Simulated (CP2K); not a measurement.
# GFN1-xTB run of CH7AlOSi2 (SMILES [SiH3][AlH][SiH]1CO1)

What is the energy difference between two shapes of CH7AlOSi2 at GFN1-xTB? 

The calculation is run with CP2K 2026.2.

1 further run of the same task is left out (it didn't finish).

### 1 The molecule

CH7AlOSi2 has 12 atoms, charge 0, and is taken as a singlet. SMILES: `[SiH3][AlH][SiH]1CO1`. Geometry: a rough force-field guess. This is one conformer, not always the lowest.

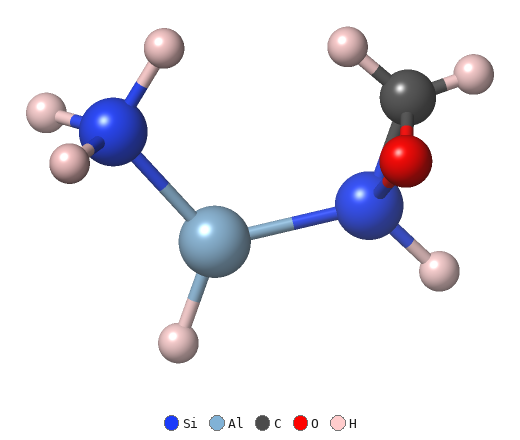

Viewed from a chosen angle; silicon blue, aluminium light blue, carbon dark grey, oxygen red, hydrogen pink.

### 2 A single-point energy at GFN1-xTB

The input, molecule.xyz:

```xyz
12

Si    -1.883800    -0.971900     1.027800
Al     0.312300    -0.371300     1.459000
Si     1.643000     0.443300    -0.301800
C      0.920700     0.718800    -1.912400
O      0.845100     1.779600    -1.082400
H     -2.155100    -2.331100     1.324800
H     -2.193200    -0.680200    -0.401200
H     -2.777800    -0.079200     1.840200
H      0.913600    -0.512100     2.975700
H      3.098600     0.797600    -0.129700
H     -0.177000     0.271800    -2.001200
H      1.530500     0.879300    -2.764900
```

The input, molecule.inp:

```
&GLOBAL
  PROJECT molecule
  RUN_TYPE ENERGY
  PRINT_LEVEL MEDIUM
&END GLOBAL

&FORCE_EVAL
  METHOD QS
  &DFT
    &QS
      METHOD XTB
      EPS_DEFAULT 1.0E-10
      &XTB
        GFN_TYPE 1
        CHECK_ATOMIC_CHARGES F
      &END XTB
    &END QS
    &POISSON
      PERIODIC NONE
      POISSON_SOLVER ANALYTIC
    &END POISSON
    &SCF
      SCF_GUESS ATOMIC
      EPS_SCF 1.0E-06
      MAX_SCF 30
      &OT
        MINIMIZER DIIS
        PRECONDITIONER FULL_ALL
      &END OT
      &OUTER_SCF
        EPS_SCF 1.0E-06
        MAX_SCF 5
      &END OUTER_SCF
    &END SCF
    &PRINT
      &MOMENTS
        PERIODIC F
        REFERENCE COM
        MAX_MOMENT 1
      &END MOMENTS
      &MO_CUBES
        NLUMO 3
        NHOMO -1
        WRITE_CUBE F
      &END MO_CUBES
      &HIRSHFELD OFF
      &END HIRSHFELD
    &END PRINT
  &END DFT
  &SUBSYS
    &CELL
      ABC 13.9 12.1 13.7
      PERIODIC NONE
    &END CELL
    &TOPOLOGY
      COORD_FILE_NAME molecule.xyz
      COORD_FILE_FORMAT XYZ
      &CENTER_COORDINATES
      &END CENTER_COORDINATES
    &END TOPOLOGY
  &END SUBSYS
&END FORCE_EVAL
```

On the command line:

```console
OMP_NUM_THREADS=1 cp2k.psmp -i molecule.inp > molecule.out 2>&1
```

Output:

```text
CP2K| version string:                                       CP2K version 2026.2
[...]
 GLOBAL| Method name                                                        CP2K
[...]
 GLOBAL| Run type                                                         ENERGY
[...]
                             - Atoms:                                         12
[...]
                             - Spherical basis functions:                     49
[...]
 Number of electrons:                                                         28
[...]
     1 OT DIIS     0.15E+00    0.0     0.08798850       -15.3614091935 -1.54E+01
[...]
    16 OT DIIS     0.15E+00    0.0     0.00000081       -15.5216572704 -5.67E-11
  *** SCF run converged in    16 steps ***
[...]
 TB_DIPOLE| Moment [Debye]          0.14486082      -3.01533242      -0.25667481
 TB_DIPOLE| Derivative [a.u.]       0.00000000       0.00000000       0.00000000
[...]
 ENERGY| Total FORCE_EVAL ( QS ) energy [hartree]            -15.521657270424148
[...]
```

Wall time 1.5 s (1 thread of AMD EPYC 7R43 (Zen 3), shared host); peak memory 0.19 GiB.

### 3 The distorted shape at the same level

The input, molecule.xyz:

```xyz
12

Si    -1.964310    -1.019655     0.987732
Al     0.289335    -0.385067     1.409898
Si     1.707274     0.521131    -0.358723
C      0.902607     0.701429    -1.996286
O      0.989357     1.711634    -1.114960
H     -2.063281    -2.308902     1.404346
H     -2.379360    -0.650787    -0.386720
H     -2.672834    -0.061705     1.844962
H      0.836126    -0.489257     3.060684
H      2.978166     0.771958    -0.050667
H     -0.262455     0.243532    -2.042213
H      1.690369     1.001774    -2.805703
```

The input, mol.inp:

```
&force_eval
  method QUICKSTEP
  &dft
    &qs
      method XTB
      eps_default 1.0E-10
      &xtb
        gfn_type 1
        check_atomic_charges F
      &end
    &end
    &poisson
      periodic NONE
      poisson_solver ANALYTIC
    &end
    &scf
      scf_guess ATOMIC
      eps_scf 1.0E-06
      max_scf 30
      &ot
        minimizer DIIS
        preconditioner FULL_ALL
      &end
      &outer_scf
        eps_scf 1.0E-06
        max_scf 5
      &end
    &end
    &print
      &moments
        periodic F
        reference COM
        max_moment 1
      &end
      &mo_cubes
        nlumo 3
        nhomo -1
        write_cube F
      &end
      &hirshfeld OFF
      &end
    &end
  &end
  &subsys
    &cell
      abc 13.7 12 13.9
      periodic NONE
    &end
    &topology
      coord_file_name molecule.xyz
      coord_file_format XYZ
      &center_coordinates
      &end
    &end
  &end
&end

&global
  project_name mol
  run_type ENERGY
  print_level MEDIUM
&end
```

On the command line:

```console
OMP_NUM_THREADS=1 cp2k.psmp -i mol.inp > mol.out 2>&1
```

Output:

```text
CP2K| version string:                                       CP2K version 2026.2
[...]
 GLOBAL| Method name                                                        CP2K
[...]
 GLOBAL| Run type                                                         ENERGY
[...]
                             - Atoms:                                         12
[...]
                             - Spherical basis functions:                     49
[...]
 Number of electrons:                                                         28
[...]
     1 OT DIIS     0.15E+00    0.0     0.07564997       -15.3425578576 -1.53E+01
[...]
    14 OT DIIS     0.15E+00    0.0     0.00000076       -15.4764146767 -5.18E-11
  *** SCF run converged in    14 steps ***
[...]
 TB_DIPOLE| Moment [Debye]          0.09640340      -2.49472640      -1.06664302
 TB_DIPOLE| Derivative [a.u.]       0.00000000       0.00000000       0.00000000
[...]
 ENERGY| Total FORCE_EVAL ( QS ) energy [hartree]            -15.476414676682907
[...]
```

Wall time 1.6 s (1 thread of AMD EPYC 7R43 (Zen 3), shared host); peak memory 0.19 GiB.

### 4 Results

At GFN1-xTB:

| quantity | value |
| --- | --- |
| first shape: total energy | -15.52166 Eh |
| first shape: dipole moment (from atomic charges alone) | 3.03 D |
| first shape: HOMO energy | -10.37 eV |
| first shape: dispersion energy | -11.46 kJ/mol |
| distorted shape: total energy | -15.47641 Eh |
| distorted shape: dipole moment (from atomic charges alone) | 2.71 D |
| distorted shape: HOMO energy | -9.98 eV |
| distorted shape: dispersion energy | -11.37 kJ/mol |
| energy change with the atoms displaced | 1.231 eV |

What this shows: With the atoms displaced the energy rises by 1.23 eV (119 kJ/mol). The first shape isn't relaxed at this level, so the change isn't measured from a minimum. The dipole (first shape) comes from point charges on the atoms alone, without atomic dipoles, so it is partial. The dipole (distorted shape) comes from point charges on the atoms alone, without atomic dipoles, so it is partial.
